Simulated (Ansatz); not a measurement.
# Mo wire along [100], 13 atoms a period: bands along the axis, part 2 of 2

Wanted: the relaxed geometry and the bands of the Mo wire along [100], 13 atoms a period.

Ansatz 0.2.0; DFT PBE, plane waves, PAW; relaxation of a wire's period; PAW set soft_1 (the session's first sound run).

So far: The structure; The relaxed wire.

## (2) The relaxed wire (continued)

Relaxation path:

| step | energy less that of the first step (eV) | largest force component (eV/Å) | pressure (GPa) | volume (Å³) |
| --- | --- | --- | --- | --- |
| 1 | 0.0000 | 2.3287 | -9.01 | 543.94 |
| 2 | -3.0458 | 0.8877 | -2.37 | 525.31 |
| 3 | -3.8301 | 0.6709 | 1.33 | 519.98 |
| 4 | -3.9890 | 0.1172 | 0.68 | 527.47 |
| 5 | -4.0063 | 0.0646 | -0.07 | 529.53 |
| 6 | -4.0077 | 0.0318 | -0.02 | 530.51 |
| 7 | -4.0079 | 0.0047 | -0.01 | 530.75 |
| 8* | -4.0066 | 0.0045 | 0.00 | 530.75 |

Relaxation steps marked * repeat the geometry before them on a plane-wave basis chosen anew for their cell, so energy and pressure can jump there.

The run keeps the 16 symmetry operations that it works with, so distortions that break them were not tested.

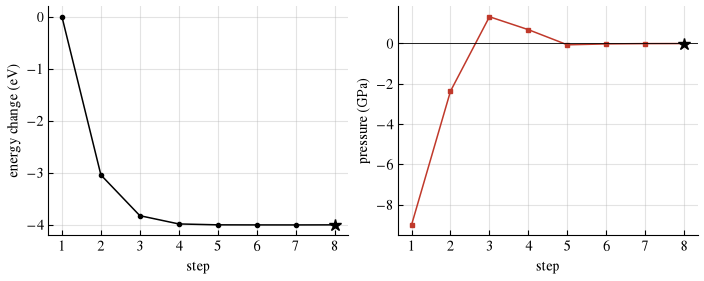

Energy and pressure along the relaxation. Stars mark steps on a basis chosen anew.

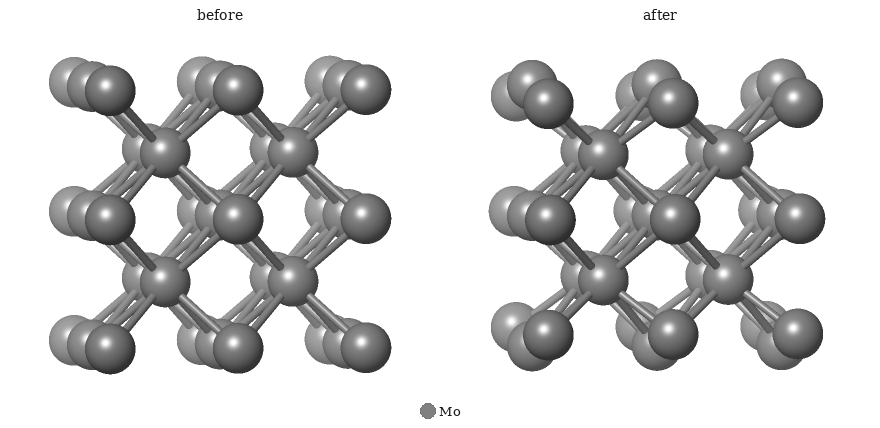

Before and after, at one scale.

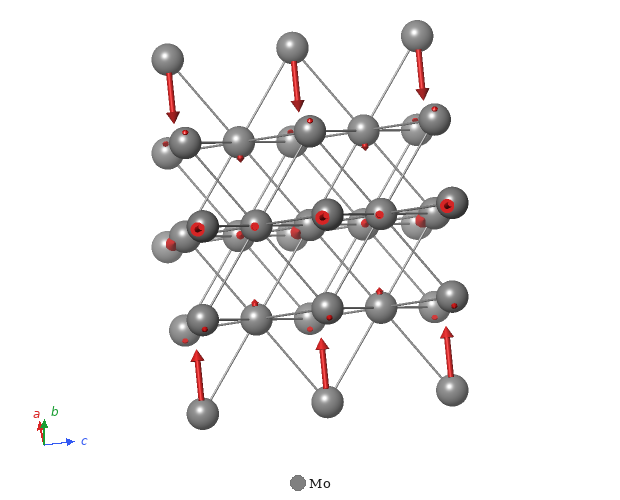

Displacements in the relaxation, exaggerated, measured against the changing cell; the longest in the cell stands for 0.46 Å. 1×1×2 cells are drawn. Some periodic images of atoms are drawn too.

| cell as run | before | after | change |
| --- | --- | --- | --- |
| c (Å) | 3.160 | 3.083 | -2.4 % |

The atoms that moved most (Å, along periodic axes as changes of fractional coordinates times the final cell, across vacuum about the mean position):

| atom | dx | dy | dz | length |
| --- | --- | --- | --- | --- |
| Mo1 | 0.328 | 0.328 | 0.000 | 0.464 |
| Mo3 | 0.328 | -0.328 | 0.000 | 0.464 |
| Mo7 | -0.328 | 0.328 | 0.000 | 0.464 |
| Mo9 | -0.328 | -0.328 | 0.000 | 0.464 |
| Mo13 | -0.046 | -0.046 | 0.000 | 0.065 |
| Mo12 | -0.046 | 0.046 | 0.000 | 0.065 |
| Mo11 | 0.046 | -0.046 | 0.000 | 0.065 |
| Mo10 | 0.046 | 0.046 | 0.000 | 0.065 |

This step gave:

```
energy at zero smearing    : -64408.4736 eV
cell length along the wire : 3.083 Å
```

The cell's length comes to 3.083 Å with spin left out.

## (3) The perfect wire

This step: DFT PBE, plane waves, PAW; bands of a perfect wire; PAW set soft_1 (Ansatz 0.2.0).

At the relaxed period the bands are computed along the axis; those that cross an energy going forward count the channels that a perfect wire would open there.

input.yaml

```yaml
crystal:
  lattice:
    - [13.12, 0.0, 0.0]
    - [0.0, 13.12, 0.0]
    - [0.0, 0.0, 3.0833508946]
  atoms:
    - { symbol: Mo, position: [0.28415449, 0.28415449, 0.0] }
    - { symbol: Mo, position: [0.256572887, 0.5, 0.0] }
    - { symbol: Mo, position: [0.28415449, 0.71584551, 0.0] }
    - { symbol: Mo, position: [0.5, 0.256572887, 0.0] }
    - { symbol: Mo, position: [0.5, 0.5, 0.0] }
    - { symbol: Mo, position: [0.5, 0.743427113, 0.0] }
    - { symbol: Mo, position: [0.71584551, 0.28415449, 0.0] }
    - { symbol: Mo, position: [0.743427113, 0.5, 0.0] }
    - { symbol: Mo, position: [0.71584551, 0.71584551, 0.0] }
    - { symbol: Mo, position: [0.383055613, 0.383055613, 0.5] }
    - { symbol: Mo, position: [0.383055613, 0.616944387, 0.5] }
    - { symbol: Mo, position: [0.616944387, 0.383055613, 0.5] }
    - { symbol: Mo, position: [0.616944387, 0.616944387, 0.5] }
kpoints:
  mp_grid: { grid: [1, 1, 26] }
  band_path: { path: ["Γ", Z], npoints: 90 }
scf:
  occupations: { method: fermi_dirac, width: 0.05 }
hamiltonian:
  xc: pbe
  pseudopotentials: { kind: paw, azcp: { folder: soft_1 } }
output:
  dos: { e_range: [-5, 4] }
  write_potential: true
  write_density: true
  volumetric_format: npy
```

On the command line:

```
$ ansatz run input.yaml --threads 4 --pin off --max-ram 16384MiB --backend cpu --events-out ev --progress --plain --runs-dir out
```

Numbers of over 12 decimals in the logs are rounded to 6 here.

What it wrote:

```text
[...]
Crystal: 13 atoms, lattice volume = 530.751 Å³
Basis set: ecut = 420 eV, 10323 PW (Γ)
Bands: 110, of which v1, the nominal top of the filled ones, is band 91 counted from 1 (90 counted from 0)
Symmetry: 16 space group operations
[...]
k-points: 14 of 26
[...]
SCF iter   1: F=—  HF=-64423.630879 eV  |F-HF|=—  |Δ(HF+E_count)|=         —  Δρ=7.06e-2  dr2=1.31e2  ethr=3.10e-3  ⟨swp⟩=8.9  Hψ=7154  notcnv=0
[...]
SCF iter  12: F=-64408.535375 eV  HF=-64408.535375 eV  |F-HF|=6.36e-9  |Δ(HF+E_count)|=   6.26e-9  Δρ=9.09e-7  dr2=1.22e-8  ethr=5.49e-11  ⟨swp⟩=12.4  Hψ=4730  notcnv=0
SCF 1 converged in 12 iterations: F = -64408.535375 eV  dr2 = 1.22e-8
[...]
NSCF: frozen V_eff on 91 k-points
WARN: The output density's exchange-correlation potential varies sharply where the density is thin. Do not read a vacuum level from v_tot or v_xc, or from such a field of the output density. On a cell that repeats whose density bears no net charge and no dipole along the vacuum's axis use v_es (v_loc + v_h of the components); under efield.dipole_correction with no amplitude use v_es + v_field, which holds any externa [...]
SCF converged after 12 iterations
Free energy (F): -64408.535375 eV
[...]
Internal energy: -64408.412161 eV  (E = F + TS)
E sigma→0 (E₀):  -64408.473768 eV
Entropy (-TS):   -0.123214 eV (-9.478 meV/atom)
Fermi energy:    5.810918 eV
[...]
--- Band table (eV; the first three rows and the last of 14) ---
  k-point 0: bands = [... 87 lower, 5.5094, 5.5094, 5.5928, 5.6474, 5.7585, 5.7585, 5.9827, 6.0263, ... 15 higher]
  k-point 1: bands = [... 87 lower, 5.5295, 5.5295, 5.6046, 5.6046, 5.6309, 5.6349, 5.9588, 6.1006, ... 15 higher]
  k-point 2: bands = [... 87 lower, 5.3907, 5.4772, 5.5916, 5.5916, 5.5938, 5.7328, 5.8411, 5.9218, ... 15 higher]
  k-point 13: bands = [... 87 lower, 5.9468, 5.9468, 6.0334, 6.1393, 6.2185, 6.4027, 6.6001, 6.8961, ... 15 higher]
```

The job ended after 97 s (4 threads of Arm Neoverse V1, shared host; peak memory 2.9 GiB; 6.4 min of CPU time).

The column dr2 measures how far the density is from self-consistency, as an energy; F and HF (Harris–Foulkes) agree once it is small.

This step gave:

- energy at zero smearing: -64408.4738 eV
- band gap: 0 eV

Electronic bands along the path, in eV, zero at the Fermi level; # counts the bands kept:

| point | #37 | #38 | #39 | #40 | #41 | #42 | #43 | #44 |
| --- | --- | --- | --- | --- | --- | --- | --- | --- |
| Γ | -0.30 | -0.22 | -0.16 | -0.05 | -0.05 | 0.17 | 0.22 | 0.22 |
| Z | 0.14 | 0.22 | 0.33 | 0.41 | 0.59 | 0.79 | 1.09 | 1.27 |

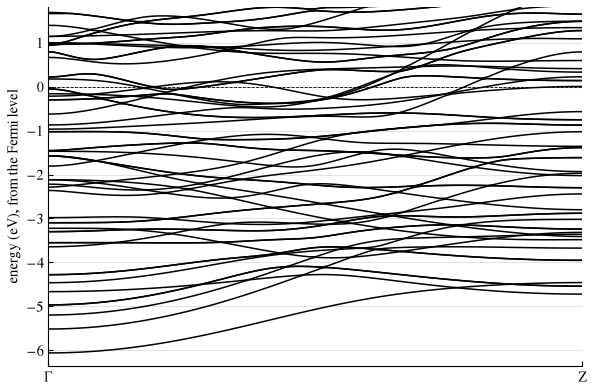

Electronic bands along the path.

Between Γ and Z the bands cross the Fermi level 15 times, so a perfect wire would conduct at least 15 G₀, with spin left out.

## (4) Summary of results

| Item | Value |
| --- | --- |
| cell length, PBE | 3.083 Å |
| ballistic conductance by band crossings, a lower bound, PBE | 15 G₀ |

Under PBE the cell's length is 3.08 Å, and the bands cross the Fermi level 15 times between Γ and Z, which gives a perfect wire at least 15 G₀ (opposite crossings within one step of the path cancel in such a count). No spin was allowed, though thin wires with open d shells can turn magnetic.

[Logs are printed without paths, hosts, clocks, repeated set-up lines and the standing remarks that a program may print on its own settings, such as how far it seeks lower states.]

[Hosts, paths, dates, database ids (printed as entryN), source tags and the programs' standing remarks are cut or masked in the printed files.]
